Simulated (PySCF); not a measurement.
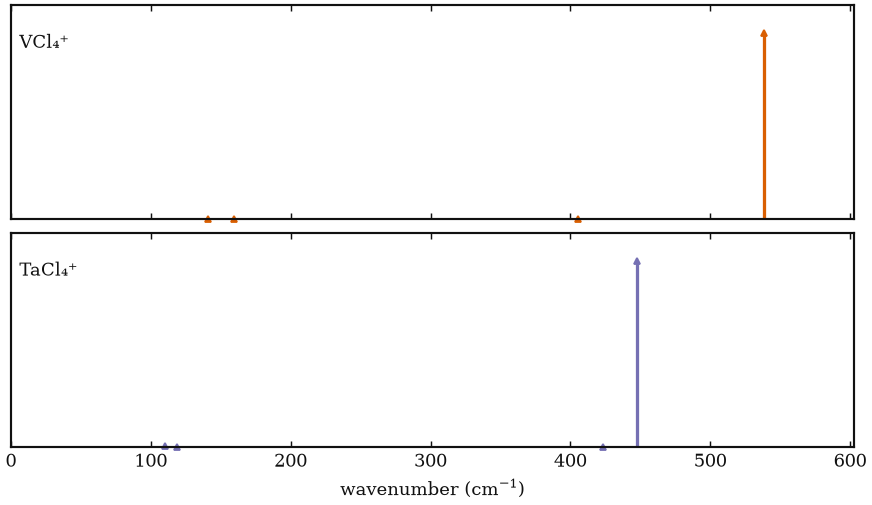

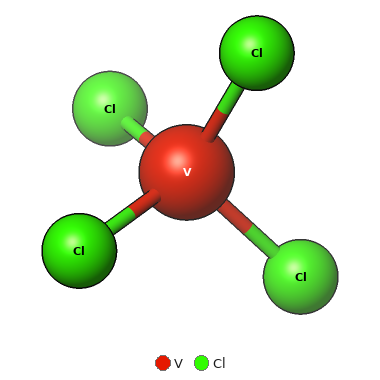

Harmonic infrared lines of VCl₄⁺ and TaCl₄⁺, all Td singlets, each the lowest point that its search found (VCl₄⁺ is drawn); the central atom changes down one group of the periodic table. PBE/def2-SVP (core potentials past Kr), PySCF, unscaled, no spin-orbit coupling; each panel is scaled to its strongest line, degenerate modes are one line with their intensities summed, and dots on the axis are modes too weak to show or inactive.

> How do the bond length and the stretches change along the series?

Mean bond length: VCl₄⁺ 2.078, TaCl₄⁺ 2.237 Å, rising down the group. Highest t2 mode: VCl₄⁺ 538, TaCl₄⁺ 448 cm⁻¹, falling down the group.

Caveats, for all or some of the runs: closed-shell stability not tested; double-zeta basis on some or all atoms; spin-orbit coupling is left out, and with Ta it can shift these values.
